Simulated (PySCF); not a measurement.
Vertical excitations of a molecule CHF2NOSi from TDA-B3LYP/def2-SVPD run with PySCF 2.14.0, as energy in eV (oscillator strength): 7.21 (0.001), 7.39 (0.000), 7.42 (0.000), 8.17 (0.007), 8.20 (0.005), 9.08 (0.590), 9.33 (0.000), 9.43 (0.029), 9.44 (0.059), 9.55 (0.010). Lowest triplet (TDA): 6.57 eV. The structure is a stationary point at B3LYP-D3(BJ)/def2-SVP. The values are those of a single conformer.

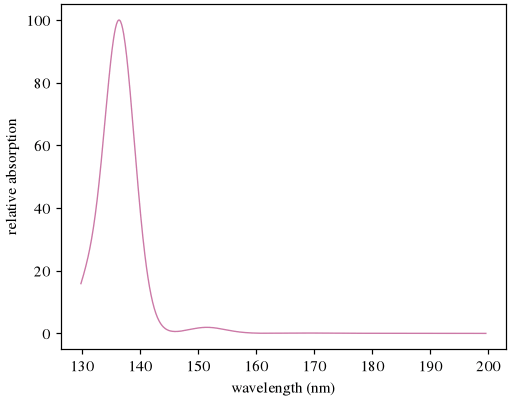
The lines broadened by 0.4 eV.

Question: Which structure fits?
(A) F[Si]1(F)N=CO1
(B) O=C=N[SiH](F)F
(C) N#CO[SiH](F)F

Answer: B, O=C=N[SiH](F)F
